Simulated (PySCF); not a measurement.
Si(Cl)3(SiH3), H3Cl3Si2, SMILES [SiH3][Si](Cl)(Cl)Cl at its CAM-B3LYP/def2-SVP optimised geometry (Å):

```
8

Si    -0.4866    -0.3296     0.0000
Si    -1.2343    -1.4033     1.9282
Cl    -0.5566    -0.4268     3.6082
Cl    -0.5498    -3.3435     1.9841
Cl    -3.2913    -1.4390     1.9838
H     -0.9998     1.0654     0.0000
H     -0.9999    -1.0654    -1.1852
H      0.9999    -0.3296     0.0000
```

Computed with CAM-B3LYP/def2-TZVP (PySCF 2.14.0). Cells within 0.4 Å of a nucleus heavier than hydrogen are left out (blank, or x).

Map of the deformation density (molecule minus spherical neutral atoms) (e/bohr³) on the plane z = 0.0 Å:

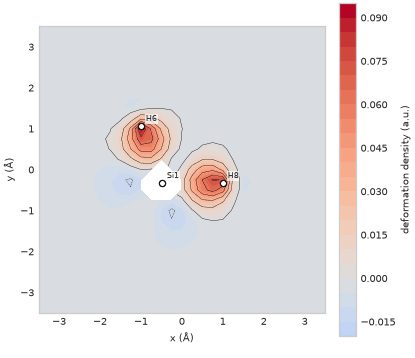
Deformation density (molecule minus spherical neutral atoms) (e/bohr³) on the plane z = 0.0 Å.
